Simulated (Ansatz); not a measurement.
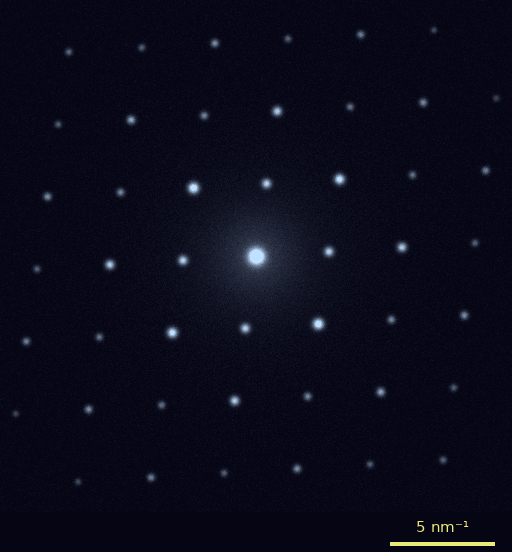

Computed electron diffraction pattern, 200 kV, single scattering only, B = 0.8 Å².

### Read the repeat vectors of the pattern off the scale bar.

The spots form a centred rectangular net with both shortest vectors at d = 2.83 Å, 78.2° apart.

### What is the point symmetry of the pattern, intensities included?

2mm. A zero-layer kinematic pattern is always centrosymmetric (Friedel's law).

### Which crystal and zone produced it?

This cannot be fixed from one zone alone; the pattern is [110] of NaIO₂, space group I4_1/amd (No. 141), a = 5.15 Å, c = 8.96 Å. The net vectors are -1 1 -2 and -1 1 2. Structure: coordinates from a relaxation (final pressure about 5 GPa) with Ansatz 0.2.0, DFT, PAW plane waves, pbe; the starting structure was generated, so it need not be a known form of this composition.
